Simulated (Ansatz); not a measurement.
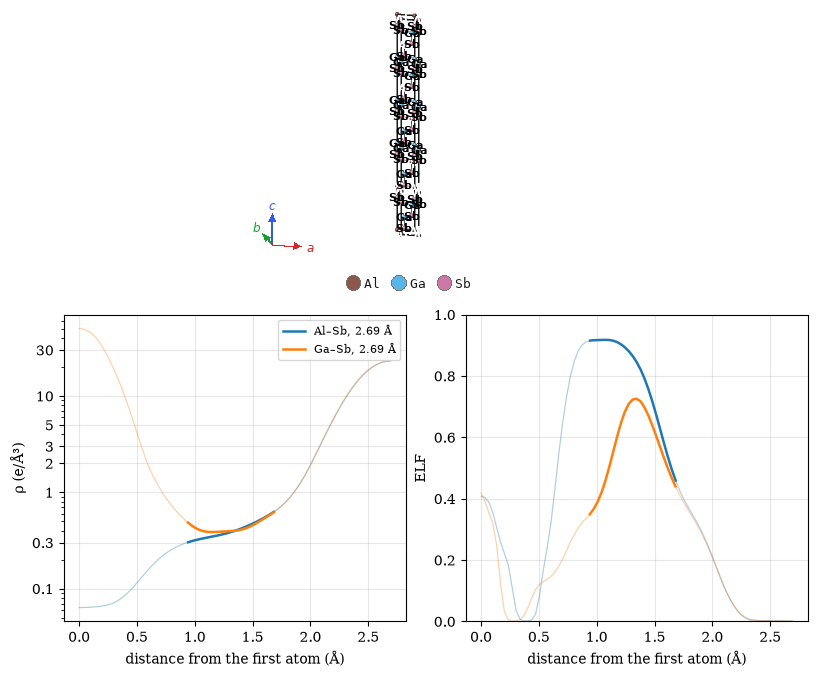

Al₂Ga₃Sb₅. Valence charge density (pseudo) and ELF along straight lines between neighbouring atoms. Thin, pale parts lie inside the atomic spheres. The structure is drawn too.

Space group R3m; a structure generated by program, which may or may not match a known phase.

Method: Ansatz, DFT PBE, scalar-relativistic, plane waves, PAW.

Core electrons are frozen (PAW), and the valence fields are smoothed inside the atomic spheres.

```
Al Ga Sb
1.0
     4.39832    0.00000    0.00000
    -2.19916    3.80905    0.00000
     0.00000    0.00000   53.83948
Al Ga Sb
6 9 15
Cartesian
  0.0000 0.0000 0.0048
  2.1992 1.2697 17.9512
  0.0000 2.5394 35.8975
  0.0000 0.0000 10.7711
  2.1992 1.2697 28.7174
  0.0000 2.5394 46.6643
  0.0000 2.5394 3.5932
  0.0000 0.0000 21.5401
  2.1992 1.2697 39.4864
  2.1992 1.2697 7.1741
  0.0000 2.5394 25.1204
  0.0000 0.0000 43.0667
  0.0000 2.5394 14.3558
  0.0000 0.0000 32.3021
  2.1992 1.2697 50.2484
  0.0000 2.5394 0.8980
  0.0000 0.0000 18.8444
  2.1992 1.2697 36.7912
  2.1992 1.2697 4.4870
  0.0000 2.5394 22.4333
  0.0000 0.0000 40.3796
  0.0000 0.0000 8.0727
  2.1992 1.2697 26.0190
  0.0000 2.5394 43.9659
  0.0000 2.5394 11.6632
  0.0000 0.0000 29.6096
  2.1992 1.2697 47.5564
  2.1992 1.2697 15.2533
  0.0000 2.5394 33.1996
  0.0000 0.0000 51.1464
```

Q: What can be read from the curves?

A: Al–Sb (2.69 Å): ρ at the midpoint is about 0.4 e/Å³; the ELF peaks at about 0.90 between the atoms: a covalent bond.
Ga–Sb (2.69 Å): the density is about 0.4 e/Å³ at the midpoint; the ELF peaks at about 0.75 between the atoms.
